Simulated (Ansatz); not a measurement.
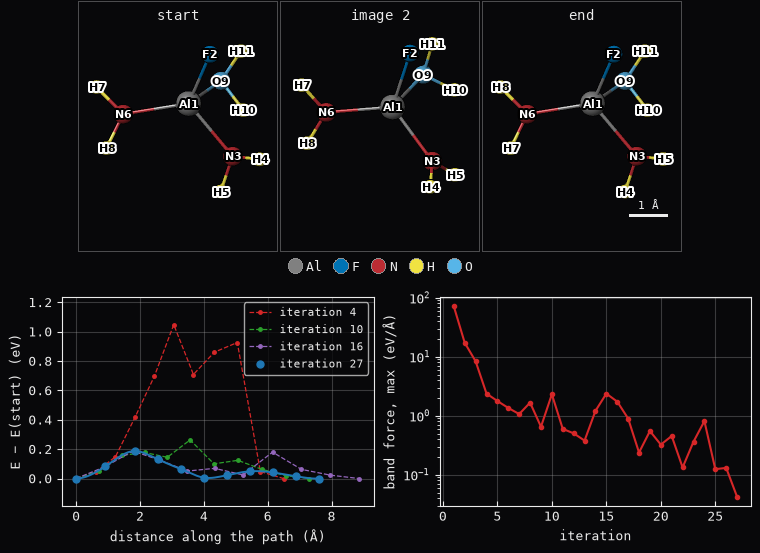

A search for the minimum-energy path of AlN$_{2}$H$_{6}$OF by the nudged elastic band. Images are numbered from 0 (start) to 10 (end). The plot follows the band through its iterations. A ball-and-stick model, seen at a tilt.

Computed with RKS r2SCANh-D4/def2-SVP (Ansatz). Settings: 9 movable images; climbing image; force threshold 0.05 eV/Å; iteration limit 60; starting path through a guess of the saddle point.

Judge this run.

The run is converged, with reservations. The band converged in 27 iterations. The largest component of the band force went from 71 to 0.042 eV/Å. The climbing image converged on the top of the path. Its vibrational analysis gives one imaginary mode (263i cm⁻¹), as a transition state must have. The first iteration put the highest image at 28.625 eV. The two ends have nearly the same energy, and the highest point, image 2, lies 0.187 eV above the start. The profile has 2 maxima (images 2, 7) with a dip at image 5 (+0.006 eV), so the process runs in steps.

The run took 7.9 min on 4 threads of Arm Neoverse V2 (shared host), peak memory 0.25 GiB.
